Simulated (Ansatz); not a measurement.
**Bands, cutoff and cost in G0W0 for BaSrTi2O6 (perovskite [001] superlattice)**

Wanted: a G0W0 gap for BaSrTi2O6 (perovskite [001] superlattice) that is converged in bands and cutoff, or an estimate of the limit.

Method: G0W0 on PBEsol, plane waves, PAW; PAW set soft_1, in Ansatz 0.2.0.

### 1. The starting structure

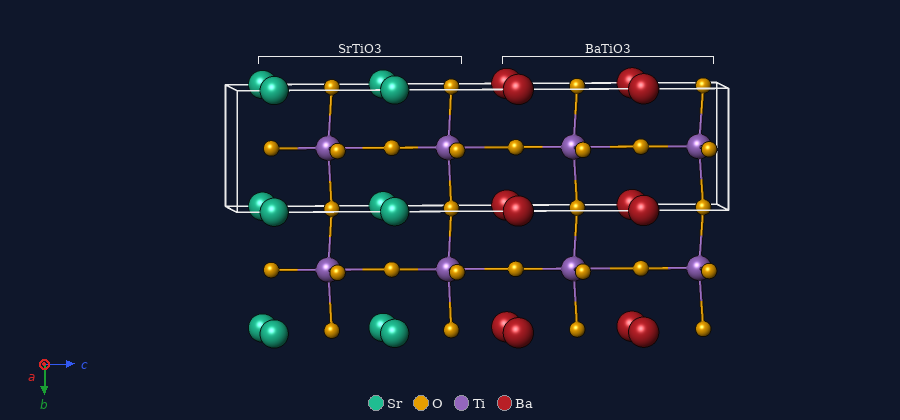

The cell as given, from the side, with the c axis across the page (strontium teal, oxygen orange, titanium purple, barium red). 1×2×1 cells are drawn. Some periodic images of atoms are drawn too.

The cell holds 20 atoms: 2 Sr, 12 O, 4 Ti and 2 Ba. Cell: a = 3.923 Å, b = 3.923 Å, c = 15.891 Å, α = 90.0°, β = 90.0°, γ = 90.0°. It derives from SrTiO3. Regions: SrTiO3, 10 atoms (2 Sr, 6 O and 2 Ti); BaTiO3, 10 atoms (2 Ba, 6 O and 2 Ti). The structure's axis is c.

The structure was relaxed with PBEsol. The runs that relaxed it are not among those shown. Spin-orbit coupling is left out unless a step names it.

### 2. 339 empty bands, screening to 72 eV

Now the one-shot GW correction: screening in the RPA, then the self-energy of the levels asked for. This step takes PAW set soft_1 files.

File input.yaml:

```yaml
crystal:
  lattice:
    - [3.9230183724, 0.0, 0.0]
    - [0.0, 3.9230183724, 0.0]
    - [0.0, 0.0, 15.891451069]
  atoms:
    - { symbol: Sr, position: [0.0, 0.0, 0.056563162] }
    - { symbol: O, position: [0.5, 0.5, 0.0623640627] }
    - { symbol: Ti, position: [0.5, 0.5, 0.1783899353] }
    - { symbol: O, position: [0.5, 0.0, 0.1855802327] }
    - { symbol: O, position: [0.0, 0.5, 0.1855802327] }
    - { symbol: Sr, position: [0.0, 0.0, 0.3018132738] }
    - { symbol: O, position: [0.5, 0.5, 0.3076801959] }
    - { symbol: Ti, position: [0.5, 0.5, 0.4229808387] }
    - { symbol: O, position: [0.5, 0.0, 0.4288802332] }
    - { symbol: O, position: [0.0, 0.5, 0.4288802332] }
    - { symbol: Ba, position: [0.0, 0.0, 0.5534579145] }
    - { symbol: O, position: [0.5, 0.5, 0.560056261] }
    - { symbol: Ti, position: [0.5, 0.5, 0.677666613] }
    - { symbol: O, position: [0.5, 0.0, 0.6850606824] }
    - { symbol: O, position: [0.0, 0.5, 0.6850606824] }
    - { symbol: Ba, position: [0.0, 0.0, 0.8085657876] }
    - { symbol: O, position: [0.5, 0.5, 0.8147682558] }
    - { symbol: Ti, position: [0.5, 0.5, 0.9331207648] }
    - { symbol: O, position: [0.5, 0.0, 0.9417054133] }
    - { symbol: O, position: [0.0, 0.5, 0.9417054133] }
kpoints:
  mp_grid: { grid: [6, 6, 2] }
hamiltonian:
  xc: pbesol
  pseudopotentials: { kind: paw, azcp: { folder: soft_1 }, xc_functional: pbe }
scf:
  occupations: { method: fixed }
gw:
  n_empty_bands: 339
  ecut_chi: 72
  qp_bands: [v4, c4]
  qp_kpoints: band_edges
  screening: { model: contour_deformation }
```

Run with:

```sh
$ ansatz run input.yaml --threads 3 --pin off --max-ram 92160MiB --backend cuda --events-out ev --progress --plain --runs-dir out --devices 1 --max-vram 13GiB
```

Numbers of over 12 decimals in the logs are rounded to 6 here.

The log of the run:

```text
GPUs: using 1 of 1 available (devices: 1).
Engine: ansatz 0.2.0, x86_64-unknown-linux-gnu
Pseudopotentials: kind: paw
Pseudopotential: Sr, paw, valence charge 10, recommended cutoff 420 eV (normal), soft_1/Sr.paw.azcp
Pseudopotential: O, paw, valence charge 6, recommended cutoff 420 eV (normal), soft_1/O.paw.azcp
Pseudopotential: Ti, paw, valence charge 12, recommended cutoff 420 eV (normal), soft_1/Ti.paw.azcp
Pseudopotential: Ba, paw, valence charge 10, recommended cutoff 420 eV (normal), soft_1/Ba.paw.azcp
Functional definition: PBEsol
  exchange = pbesol_x
  correlation = pbesol_c
device memory: the entry about to start is reckoned to put 4.7 GiB on a device that reports 37.8 GiB free (of which the cap on the GPU budget leaves the run 13.0 GiB)
GPU FFT provider: cuFFT
GPU libraries: cuBLAS 13.8.2, cuFFT 12.4.0, cuSOLVER 12.3.4
Crystal: 20 atoms, lattice volume = 244.571 Å³
Basis set: ecut = 420 eV, 4821 PW (Γ)
Bands: 100, of which v1, the nominal top of the filled ones, is band 80 counted from 1 (79 counted from 0)
Symmetry: 8 space group operations
Space group: P4mm (ITA 99), of the structure as read, at distance tolerance 6.3e-5 Å
k-points: 20 of 72
Non-local potential: Sr, projectors of the file, l = 0: 3, l = 1: 2, l = 2: 2
Non-local potential: O, projectors of the file, l = 0: 2, l = 1: 2, l = 2: 1
Non-local potential: Ti, projectors of the file, l = 0: 3, l = 1: 2, l = 2: 3, l = 3: 1
Non-local potential: Ba, projectors of the file, l = 0: 3, l = 1: 2, l = 2: 2, l = 3: 2
PAW form: soft (Blöchl's): semilocal exchange-correlation on the pseudo side does not see the compensation charge
PAW frozen core: Sr, regenerated for the run's functional, and the local potential with it (the file was generated under x = pbe(κ = 0.804, μ = 0.219515), c = pbe(β = 0.066725))
PAW frozen core: O, regenerated for the run's functional, and the local potential with it (the file was generated under x = pbe(κ = 0.804, μ = 0.219515), c = pbe(β = 0.066725))
PAW frozen core: Ti, regenerated for the run's functional, and the local potential with it (the file was generated under x = pbe(κ = 0.804, μ = 0.219515), c = pbe(β = 0.066725))
PAW frozen core: Ba, regenerated for the run's functional, and the local potential with it (the file was generated under x = pbe(κ = 0.804, μ = 0.219515), c = pbe(β = 0.066725))
PAW one-centre angular grid: Sr, 110 points (default); XC on 64 Gauss nodes
PAW one-centre angular grid: O, 110 points (default); XC on 64 Gauss nodes
PAW one-centre angular grid: Ti, 590 points (default); XC on 64 Gauss nodes
PAW one-centre angular grid: Ba, 194 points (default); XC on 64 Gauss nodes
Initial density: superposition of atomic densities (chi_scale 0.1, normalization cell, long waves kept (reshape's long-wave potential 0.73 eV rms))
Initial wavefunctions: pseudopotential atomic-orbital guess
GPU buffer pool allocated for 78732 grid points (all kernels)
GPU transforms: local potential and band sums: pruned to the plane-wave sphere, on 27×27×108
Functional: x = pbesol(κ = 0.804, μ = 0.123457), c = pbesol(β = 0.046)
SCF iter   1: F=—  HF=-35371.762106 eV  |F-HF|=—  |Δ(HF+E_count)|=         —  Δρ=5.52e-2  dr2=1.09e1  ethr=3.10e-3  ⟨swp⟩=4.5  Hψ=6749  notcnv=0  defer=348
preconditioner: auto → Resta (q_TF=auto, 2.542 Å⁻¹)  ε∞=5.7  [insulator: Δε(μ)=0.031 eV  Ē_g=11.992 eV  n_scr=68 (ndim 8)  ℏωp=26.0 eV  f_vac=0.000  ε∞_Penn≈5.7]
SCF iter   2: F=—  HF=-35370.172628 eV  |F-HF|=—  |Δ(HF+E_count)|=    1.59e0  Δρ=2.62e-2  dr2=2.52e0  ethr=3.10e-3  ⟨swp⟩=2.8  Hψ=3090  notcnv=0  defer=317
SCF iter   3: F=—  HF=-35369.974289 eV  |F-HF|=—  |Δ(HF+E_count)|=   1.98e-1  Δρ=2.23e-2  dr2=1.30e0  ethr=1.58e-3  ⟨swp⟩=3.0  Hψ=3485  notcnv=0  defer=319
SCF iter   4: F=—  HF=-35369.790410 eV  |F-HF|=—  |Δ(HF+E_count)|=   1.84e-1  Δρ=6.20e-3  dr2=9.98e-2  ethr=8.12e-4  ⟨swp⟩=2.8  Hψ=4264  notcnv=0  defer=318
SCF iter   5: F=—  HF=-35369.786421 eV  |F-HF|=—  |Δ(HF+E_count)|=   3.99e-3  Δρ=2.28e-3  dr2=1.08e-2  ethr=6.24e-5  ⟨swp⟩=2.6  Hψ=3064  notcnv=0  defer=345
SCF iter   6: F=—  HF=-35369.787802 eV  |F-HF|=—  |Δ(HF+E_count)|=   1.38e-3  Δρ=1.42e-3  dr2=4.09e-3  ethr=6.72e-6  ⟨swp⟩=2.5  Hψ=3001  notcnv=0  defer=358
SCF iter   7: F=—  HF=-35369.787506 eV  |F-HF|=—  |Δ(HF+E_count)|=   2.96e-4  Δρ=2.80e-4  dr2=1.60e-4  ethr=2.55e-6  ⟨swp⟩=2.3  Hψ=2885  notcnv=0  defer=360
SCF iter   8: F=—  HF=-35369.787598 eV  |F-HF|=—  |Δ(HF+E_count)|=   9.24e-5  Δρ=2.27e-4  dr2=1.25e-4  ethr=1.00e-7  ⟨swp⟩=2.0  Hψ=2999  notcnv=0  defer=333
SCF iter   9: F=—  HF=-35369.787590 eV  |F-HF|=—  |Δ(HF+E_count)|=   8.57e-6  Δρ=5.16e-5  dr2=5.94e-6  ethr=7.84e-8  ⟨swp⟩=2.0  Hψ=2788  notcnv=0  defer=288
SCF iter  10: F=—  HF=-35369.787591 eV  |F-HF|=—  |Δ(HF+E_count)|=   1.63e-6  Δρ=1.65e-5  dr2=7.12e-7  ethr=3.71e-9  ⟨swp⟩=2.0  Hψ=2784  notcnv=0  defer=275
SCF iter  11: F=—  HF=-35369.787592 eV  |F-HF|=—  |Δ(HF+E_count)|=   3.20e-7  Δρ=1.47e-5  dr2=5.54e-7  ethr=4.45e-10  ⟨swp⟩=2.0  Hψ=3281  notcnv=0  defer=275
SCF iter  12: F=-35369.787592 eV  HF=-35369.787592 eV  |F-HF|=4.23e-8  |Δ(HF+E_count)|=   5.69e-8  Δρ=5.72e-6  dr2=7.42e-8  ethr=6.25e-11  ⟨swp⟩=14.1  Hψ=10915  notcnv=0
SCF 1 converged in 12 iterations: F = -35369.787592 eV  dr2 = 7.42e-8
[...]
E_vpaw       = -1368.164216  (= ΣTr[D̂ρ^β])
  E_aug_tail   = 0.008790  (compensation charges beyond the density's cutoff)
  E_ewald      = -11422.058492
  E_core_change = 1.552564  (= ΣΔE_core)
  E_smearing   = -0.000000  (= −TS)
  E_closure    = -0.000000  (closes the sum)
  Σ components = -35369.787592   (vs F -35369.787592, Δ=0.00e0)
--- Band table (eV; the first three rows and the last of 20) ---
  k-point 0: bands = [... 76 lower, 9.6287, 9.7581, 9.8025, 9.8025, 12.0495, 12.1172, 12.1305, 12.2248, ... 16 higher]
  k-point 1: bands = [... 76 lower, 9.7086, 9.7086, 9.7799, 9.7799, 12.0603, 12.0848, 12.1578, 12.2192, ... 16 higher]
  k-point 2: bands = [... 76 lower, 9.3794, 9.4245, 9.5699, 9.6951, 12.3380, 12.6151, 12.6506, 12.6631, ... 16 higher]
  k-point 19: bands = [... 76 lower, 10.1298, 10.1392, 10.1665, 10.2007, 14.0649, 14.0649, 14.0945, 14.0945, ... 16 higher]
--- G₀W₀: contour deformation, 6 samples at zero and on the imaginary axis and 2 off it, 72 q-points, 339 empty bands' worth ---
  eigenvalues of the whole cell's RPA ε∞ on this k-mesh (on a slab, of 1 + 4πα/V) = 5.7434, 6.2125, 6.2125; static W/v taken at q = 0 is 0.163629
  bands read: the sum over 419 bands ends inside a degenerate multiplet in 1 slot, whose members it reads at an even weight; the widest, k=18: bands 419 to 420 (counted from 1) at 1/2 each
  gw.qp_kpoints: band_edges: 18 of 20 stored k-points solved, in 1 pass; an edge of the gap read off the rows below is read off those points alone
    valence top: of the k-points left out ik 8 came nearest to being solved in a further pass, in band 79 (counted from 1, as in the quasiparticle table): it holds the edge there only if its correction is more favourable than any solved in that band by at least 0.555 eV; those differ by 0.131 eV
    conduction bottom: of the k-points left out ik 8 came nearest to being solved in a further pass, in band 81 (counted from 1, as in the quasiparticle table): it holds the edge there only if its correction is more favourable than any solved in that band by at least 0.539 eV; those differ by 0.075 eV
  `?` marks the rows in doubt; gw_qp.tsv's column doubts and the gw_qp event give each row's grounds
    ik  band        ε_KS         Σx   Σc(E_QP)       V_xc       Z   E_QP_lin       E_QP  E_QP is
     0    77      9.6287   -25.8236     4.7061   -21.0360  0.7350     9.5472     9.5474  root
     0    78      9.7581   -26.0996     4.6798   -21.3696  0.7366     9.7078     9.7078  root
     0    79      9.8025   -25.6850     4.5109   -21.1360  0.7370     9.7643     9.7644  root
     0    80      9.8025   -25.6850     4.5109   -21.1360  0.7370     9.7643     9.7644  root
     0    81     12.0495   -12.6333    -6.0531   -20.3116  0.7479    13.7283    13.6748  root
     0    82     12.1172   -12.7602    -6.1445   -20.5543  0.7454    13.8240    13.7669  root
     0    83     12.1305   -12.7083    -6.1560   -20.5143  0.7460    13.8376    13.7806  root
     0    84     12.2248   -12.8480    -6.2735   -20.7989  0.7430    13.9640    13.9022  root
     1    77      9.7086   -25.8078     4.6137   -21.1277  0.7360     9.6421     9.6422  root
     1    78      9.7086   -25.8078     4.6137   -21.1277  0.7360     9.6421     9.6422  root
     1    79      9.7799   -25.7111     4.5603   -21.1065  0.7364     9.7356     9.7356  root
     1    80      9.7799   -25.7111     4.5603   -21.1065  0.7364     9.7356     9.7356  root
     1    81     12.0603   -12.6880    -6.0730   -20.3888  0.7470    13.7423    13.6881  root
     1    82     12.0848   -12.6191    -6.0889   -20.3467  0.7479    13.7785    13.7235  root
     1    83     12.1578   -12.8228    -6.2038   -20.6875  0.7440    13.8777    13.8186  root
     1    84     12.2192   -12.8197    -6.2613   -20.7560  0.7435    13.9554    13.8941  root
     2    77      9.3794   -25.4322     4.7563   -20.5664  0.7283     9.2697     9.2700  root
     2    78      9.4245   -25.3496     4.7418   -20.4978  0.7285     9.3142     9.3145  root
     2    79      9.5699   -25.3635     4.3368   -21.0005  0.7363     9.5437     9.5437  root
     2    80      9.6951   -25.9363     4.6677   -21.2102  0.7362     9.6366     9.6367  root
     2    81     12.3380   -13.1952    -5.7393   -20.5422  0.7458    13.9988    13.9456  root
     2    82     12.6151   -13.6353    -5.9323   -21.1793  0.7357    14.2848    14.2268  root
     2    83     12.6506   -13.6514    -5.9906   -21.2712  0.7351    14.3399    14.2798  root
     2    84     12.6631   -13.5914    -6.0036   -21.2239  0.7358    14.3516    14.2920  root
[...]
16    84     13.9968   -14.7505    -6.7087   -23.1385  0.7024    15.7767    15.6761  root ?
[...]
17    83     14.0433   -14.6192    -6.8032   -23.0948  0.7006    15.8179    15.7157  root ?
    17    84     14.0725   -14.7081    -6.7438   -23.1400  0.7026    15.8619    15.7607  root ?
    18    77     10.1252   -25.7744     4.9915   -20.6780  0.7281    10.0201    10.0203  root
    18    78     10.1515   -25.8597     5.0178   -20.7603  0.7278    10.0698    10.0700  root
    18    79     10.1571   -25.8414     4.9945   -20.7479  0.7285    10.0580    10.0582  root
    18    80     10.2017   -25.9110     4.9802   -20.8273  0.7290    10.0979    10.0981  root
    18    81     14.0045   -14.7621    -6.7201   -23.1638  0.7022    15.7872    15.6862  root ?
    18    82     14.0045   -14.7621    -6.7201   -23.1638  0.7022    15.7872    15.6862  root ?
    18    83     14.2701   -14.6327    -6.9687   -23.2849  0.6963    16.0614    15.9536  root ?
    18    84     14.2701   -14.6327    -6.9687   -23.2849  0.6963    16.0614    15.9536  root ?
    19    77     10.1298   -25.7783     4.9826   -20.6887  0.7282    10.0227    10.0229  root
    19    78     10.1392   -25.8239     5.0170   -20.7160  0.7278    10.0482    10.0484  root
    19    79     10.1665   -25.8794     5.0059   -20.7875  0.7283    10.0803    10.0805  root
    19    80     10.2007   -25.9046     4.9786   -20.8198  0.7291    10.0943    10.0945  root
    19    81     14.0649   -14.6884    -6.8112   -23.1745  0.6997    15.8434    15.7398  root ?
    19    82     14.0649   -14.6884    -6.8112   -23.1745  0.6997    15.8434    15.7398  root ?
    19    83     14.0945   -14.7794    -6.7520   -23.2209  0.7018    15.8865    15.7840  root ?
    19    84     14.0945   -14.7794    -6.7520   -23.2209  0.7018    15.8865    15.7840  root ?
[key lines of the parts left out:]
SCF converged after 12 iterations
Free energy (F): -35369.787592 eV
Fermi energy:    10.201705 eV
```

Elapsed: 91 s, on 1 × NVIDIA H100 80GB HBM3 (shared by 6 runs) with 3 threads of AMD EPYC 7R13 (Zen 3), shared host; peak memory 2.5 GiB; 2.4 min of CPU time.

The column dr2 measures how far the density is from self-consistency, as an energy; F and HF (Harris–Foulkes) agree once it is small.

Numbers from this step:

| Quantity | Value |
| --- | --- |
| bands summed | 419 |
| RPA ε∞ on this mesh (eigenvalues) | 5.743, 6.212, 6.212 |
| plane waves in the screening matrix | 345 |
| q-points in the mesh | 72 |
| G0W0 gap on the mesh | 3.577 eV |
| k of the valence top | -0.5, -0.5, 0 |
| k of the conduction bottom | 0, 0, 0 |
| starting gap on the mesh | 1.848 eV |
| Z at the valence top | 0.7290 |
| Z at the conduction bottom | 0.7479 |
| least direct G0W0 gap on the computed points | 3.910 eV |

The gap on the mesh goes from 1.85 eV to 3.58 eV, a correction of +1.73 eV. Between the two edge states, bare exchange in place of the xc potential would open the gap by 12.76 eV, and correlation takes back 11.03 eV.

### 3. 823 empty bands, screening to 130 eV

Another rung: the empty bands reach about as high as the screening cutoff, so the two stay in balance.

input.yaml: that of step 2 with these lines changed.

```diff
@@ -34,4 +34,4 @@
 gw:
-  n_empty_bands: 339
-  ecut_chi: 72
+  n_empty_bands: 823
+  ecut_chi: 130.0
   qp_bands: [v4, c4]
```

The log of the run:

```text
GPUs: using 1 of 1 available (devices: 1).
[...]
GPU FFT provider: cuFFT
GPU libraries: cuBLAS 13.8.2, cuFFT 12.4.0, cuSOLVER 12.3.4
Crystal: 20 atoms, lattice volume = 244.571 Å³
Basis set: ecut = 420 eV, 4821 PW (Γ)
Bands: 100, of which v1, the nominal top of the filled ones, is band 80 counted from 1 (79 counted from 0)
[... 1 set-up line as in the run before ...]
[...]
k-points: 20 of 72
[...]
GPU buffer pool allocated for 78732 grid points (all kernels)
[...]
SCF iter   1: F=—  HF=-35371.762106 eV  |F-HF|=—  |Δ(HF+E_count)|=         —  Δρ=5.52e-2  dr2=1.09e1  ethr=3.10e-3  ⟨swp⟩=4.5  Hψ=6749  notcnv=0  defer=348
[...]
SCF iter  12: F=-35369.787592 eV  HF=-35369.787592 eV  |F-HF|=4.23e-8  |Δ(HF+E_count)|=   5.69e-8  Δρ=5.72e-6  dr2=7.42e-8  ethr=6.25e-11  ⟨swp⟩=14.1  Hψ=10915  notcnv=0
SCF 1 converged in 12 iterations: F = -35369.787592 eV  dr2 = 7.42e-8
[...]
NSCF: frozen V_eff on 20 k-points
[...]
G₀W₀ screening: q 1/20
[... further progress lines ...]
SCF converged after 12 iterations
Free energy (F): -35369.787592 eV
[...]
Internal energy: -35369.787592 eV  (E = F + TS)
E sigma→0 (E₀):  -35369.787592 eV
Fermi energy:    10.201705 eV
[...]
--- Band table (eV; the first three rows and the last of 20) ---
  k-point 0: bands = [... 76 lower, 9.6287, 9.7581, 9.8025, 9.8025, 12.0495, 12.1172, 12.1305, 12.2248, ... 16 higher]
  k-point 1: bands = [... 76 lower, 9.7086, 9.7086, 9.7799, 9.7799, 12.0603, 12.0848, 12.1578, 12.2192, ... 16 higher]
  k-point 2: bands = [... 76 lower, 9.3794, 9.4245, 9.5699, 9.6951, 12.3380, 12.6151, 12.6506, 12.6631, ... 16 higher]
  k-point 19: bands = [... 76 lower, 10.1298, 10.1392, 10.1665, 10.2007, 14.0649, 14.0649, 14.0945, 14.0945, ... 16 higher]
[...]
0    77      9.6287   -25.8236     4.4138   -21.0360  0.7292     9.2523     9.2550  root
     0    78      9.7581   -26.0996     4.3772   -21.3696  0.7309     9.4029     9.4052  root
     0    79      9.8025   -25.6850     4.2117   -21.1360  0.7310     9.4632     9.4652  root
     0    80      9.8025   -25.6850     4.2117   -21.1360  0.7310     9.4632     9.4652  root
     0    81     12.0495   -12.6333    -6.3933   -20.3116  0.7437    13.3653    13.3345  root
     0    82     12.1172   -12.7602    -6.4873   -20.5543  0.7411    13.4568    13.4241  root
     0    83     12.1305   -12.7083    -6.4973   -20.5143  0.7417    13.4720    13.4392  root
     0    84     12.2248   -12.8480    -6.6169   -20.7989  0.7386    13.5941    13.5589  root
[...]
19    81     14.0649   -14.6884    -7.1711   -23.1745  0.6938    15.4383    15.3799  root
    19    82     14.0649   -14.6884    -7.1711   -23.1745  0.6938    15.4383    15.3799  root
    19    83     14.0945   -14.7794    -7.1133   -23.2209  0.6960    15.4807    15.4227  root
    19    84     14.0945   -14.7794    -7.1133   -23.2209  0.6960    15.4807    15.4227  root
```

The job ended after 5.9 min (1 × NVIDIA H100 80GB HBM3 (shared by 6 runs) with 3 threads; peak memory 5.5 GiB).

This step gave:

```
bands summed                                 : 903
RPA ε∞ on this mesh (eigenvalues)            : 5.673, 6.140, 6.140
plane waves in the screening matrix          : 841
q-points in the mesh                         : 72
G0W0 gap on the mesh                         : 3.515 eV
k of the valence top                         : -0.5, -0.5, 0
k of the conduction bottom                   : 0, 0, 0
starting gap on the mesh                     : 1.848 eV
Z at the valence top                         : 0.7224
Z at the conduction bottom                   : 0.7437
least direct G0W0 gap on the computed points : 3.869 eV
```

Against the run with 6×6×2 mesh, 339 empty bands, screening to 72 eV, PAW set soft_1 files, the gap moves by −0.06 eV.

### 4. Convergence and cost

Times are wall times on 1 × NVIDIA H100 80GB HBM3 (shared by 6 runs) with 3 threads of AMD EPYC 7R13 (Zen 3), shared host, good to a factor of about two.

| mesh | files | frequency | bands summed | cutoff (eV) | start (eV) | G0W0 (eV) | time | host memory (GiB) |
| --- | --- | --- | --- | --- | --- | --- | --- | --- |
| 6×6×2 | PAW set soft_1 | contour deformation | 419 | 72 | 1.848 | 3.577 | 91 s | 2.5 |
| 6×6×2 | PAW set soft_1 | contour deformation | 903 | 130 | 1.848 | 3.515 | 5.9 min | 5.5 |

The parts of the quasiparticle energy at the two band edges (eV; QP = start + Σx + Σc − Vxc):

| run | edge | start | Σx | Σc | Vxc | Z | QP |
| --- | --- | --- | --- | --- | --- | --- | --- |
| 419 bands | valence top | 10.20 | -25.91 | 4.98 | -20.83 | 0.73 | 10.10 |
| 419 bands | conduction bottom | 12.05 | -12.63 | -6.05 | -20.31 | 0.75 | 13.67 |
| 903 bands | valence top | 10.20 | -25.91 | 4.70 | -20.83 | 0.72 | 9.82 |
| 903 bands | conduction bottom | 12.05 | -12.63 | -6.39 | -20.31 | 0.74 | 13.33 |

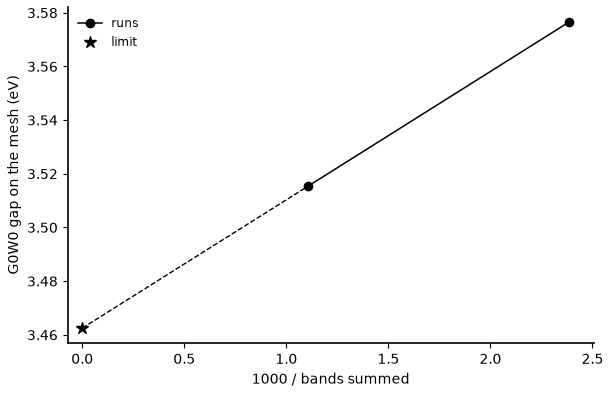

The gap against one over the number of bands; the dashed line carries the two highest rungs to the limit.

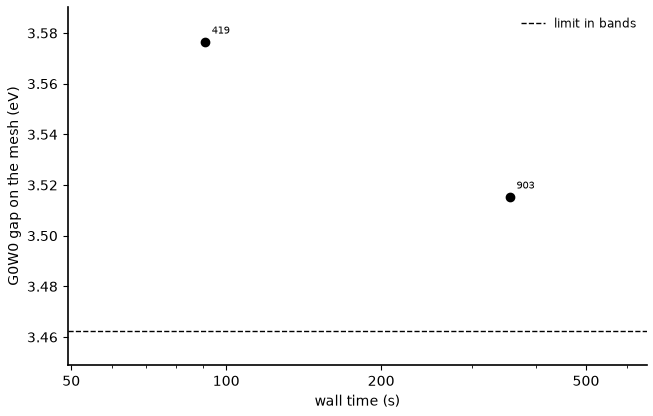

Result against wall time.

### 5. Summary of results

| Quantity | Value |
| --- | --- |
| 419 bands, 72 eV | 3.577 eV |
| 903 bands, 130 eV | 3.515 eV |
| estimated limit in bands and cutoff | 3.46 eV |
| mesh and start | 6×6×2, PBEsol |

What this shows: A line in one over the bands through the two rungs gives 3.46 eV, −0.05 eV from the top rung; with two points alone it is an unchecked estimate. The rungs stand 0.11 eV (419 bands) and 0.05 eV (903 bands) from it. From 419 to 903 bands the gap moves by −0.06 eV while the time grows 3.9-fold. Σc changes by −0.28 eV at the valence top and −0.34 eV at the conduction bottom, so the levels themselves move more than the gap between them. The many-body steps are scalar-relativistic: spin-orbit coupling is not in them.

[Paths, hosts, dates, memory and timing lines, banners, echoed tables and standing remarks are left out of the program output.]

[Logs are printed without paths, hosts, clocks, repeated set-up lines and the standing remarks that a program may print on its own settings, such as how far it seeks lower states.]

[Runs of the session that timed out or met a known fault of the program may be left out.]

[Cells called generated may have been cut or substituted from an entry of the Crystallography Open Database or the Materials Project.]

[Hosts, paths, dates, database ids (printed as entryN), source tags and the programs' standing remarks are cut or masked in the printed files.]
